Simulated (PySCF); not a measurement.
**Run report: C$_{3}$H$_{11}$FSi$_{2}$, excited-state calculation**

C$_{3}$H$_{11}$FSi$_{2}$, computed with TDDFT CAM-B3LYP/def2-SVPD, vertical, gas phase, core orbitals frozen in the response (PySCF 2.14.0).

The geometry comes from this level: GFN2-xTB.

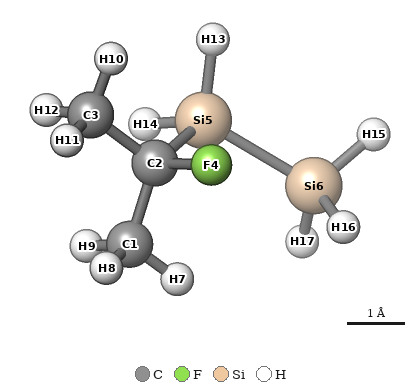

The structure (ball-and-stick view, seen at a tilt; atoms are numbered from 1 in the order of the input).

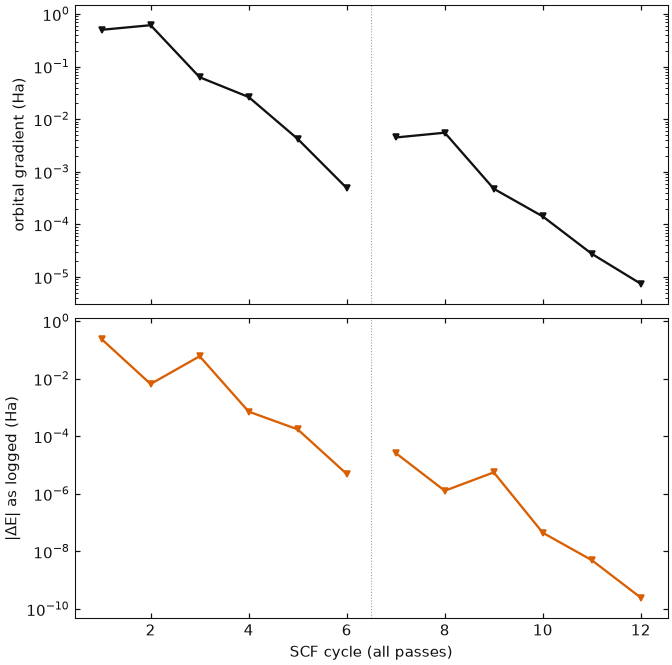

Convergence of the self-consistent field: orbital gradient and size of the energy change against the SCF cycle. The dotted line marks the change from a coarse to the final integration grid. The first 6 cycles use a coarse grid, the final grid takes over at cycle 7, and the field converges after 12 cycles in all.

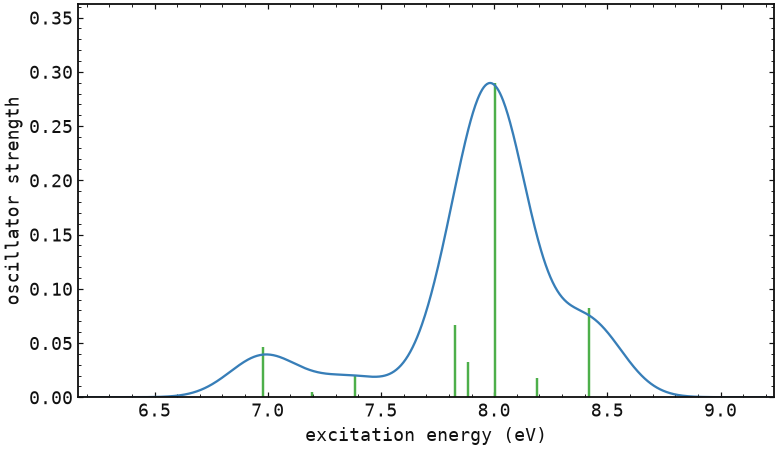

Computed excitations as sticks (degenerate states added up, dark ones marked on the axis), with a Gaussian envelope of 0.35 eV full width at half maximum, scaled to the tallest. Of the 8 states the lowest lies at 6.98 eV (f = 0.046); the strongest line is at 8.01 eV, or 155 nm (f = 0.290).

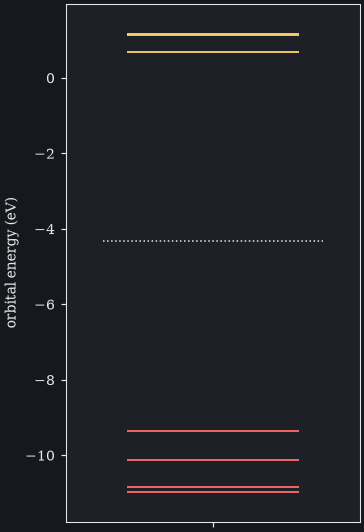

Orbital energies near the frontier; the dotted line parts filled from empty levels, and levels within 0.02 eV of each other stand side by side. Highest filled −9.34 eV, lowest empty 0.69 eV, 10.03 eV apart.

The input that produced these results follows, with the program's output.

**Input file**
```
{"job": {"kind": "uv", "xc": "CAM-B3LYP", "basis": "def2-SVPD", "nstates": 8, "ntriplets": 3}, "charge": 0, "multiplicity": 1}
C      0.688841     1.527164    -0.105288
C      0.708587     0.088528     0.387690
C      2.124009    -0.464059     0.409782
F      0.257354     0.110305     1.726446
Si    -0.548521    -1.032271    -0.564788
Si    -2.699636    -0.301275    -0.139537
H     -0.316682     1.939037    -0.040318
H      1.353538     2.146527     0.496246
H      1.017752     1.562568    -1.140403
H      2.134215    -1.454244     0.858968
H      2.780094     0.184145     0.990192
H      2.504126    -0.535329    -0.605440
H     -0.255826    -2.404870    -0.131405
H     -0.114768    -0.957699    -1.969771
H     -3.626007    -1.430033    -0.014150
H     -2.817855     0.504733     1.076216
H     -3.196221     0.528803    -1.244352
```

The first line tells a small driver script what to run in PySCF; the rest is the geometry in Å.

Run as:
```bash
OMP_NUM_THREADS=1 python <driver script> task.json out
```

**What the program printed**
```
coarse grid: 14416 points
cycle   1  E = -799.1701190547  dE =  2.377e-01  |g| = 5.024e-01  |ddm| = 5.341e+00
cycle   2  E = -799.1635409301  dE =  6.578e-03  |g| = 6.142e-01  |ddm| = 1.215e+00
cycle   3  E = -799.2239527490  dE = -6.041e-02  |g| = 6.295e-02  |ddm| = 5.776e-01
cycle   4  E = -799.2246751462  dE = -7.224e-04  |g| = 2.648e-02  |ddm| = 1.360e-01
cycle   5  E = -799.2248494125  dE = -1.743e-04  |g| = 4.232e-03  |ddm| = 5.021e-02
cycle   6  E = -799.2248543386  dE = -4.926e-06  |g| = 4.921e-04  |ddm| = 1.059e-02
final grid: 128176 points
cycle   7  E = -799.3344569783  dE = -2.631e-05  |g| = 4.506e-03  |ddm| = 7.178e-02
cycle   8  E = -799.3344556918  dE =  1.286e-06  |g| = 5.555e-03  |ddm| = 1.320e-02
cycle   9  E = -799.3344612923  dE = -5.600e-06  |g| = 4.773e-04  |ddm| = 5.472e-03
cycle  10  E = -799.3344613370  dE = -4.471e-08  |g| = 1.421e-04  |ddm| = 8.143e-04
cycle  11  E = -799.3344613420  dE = -4.990e-09  |g| = 2.766e-05  |ddm| = 3.658e-04
cycle  12  E = -799.3344613422  dE = -2.481e-10  |g| = 7.451e-06  |ddm| = 6.695e-05
converged SCF energy = -799.3344613422

Static polarisability (au): isotropic 94.809, principal 82.806 90.622 110.999

Singlet excitations
state   eV       nm        f      main configurations
  1   6.9791    177.7   0.04637   H->L 0.76, H-1->L 0.10
  2   7.1935    172.4   0.00515   H->L+1 0.81
  3   7.3855    167.9   0.02055   H-1->L 0.72, H->L 0.14
  4   7.8282    158.4   0.06648   H->L+2 0.61, H-1->L+1 0.13
  5   7.8846    157.2   0.03256   H-1->L+1 0.62, H->L+2 0.13
  6   8.0056    154.9   0.28969   H->L+3 0.73, H->L+2 0.09
  7   8.1881    151.4   0.01727   H-2->L 0.64, H-3->L 0.19
  8   8.4204    147.2   0.08224   H-1->L+2 0.63, H->L+4 0.10

Triplet excitations (Tamm-Dancoff, eV): 6.1591 6.5698 6.7939
```

**Key numbers**

- outcome: converged
- total energy: −799.334461 hartree
- HOMO: −9.34 eV
- LUMO: 0.69 eV
- dipole moment: 1.71 D
- mean polarisability: 94.81 a.u.
- lowest singlet excitation: 6.98 eV
- hardware: 1 CPU thread, shared host
- wall time: 82 s
- peak memory: 1 GiB
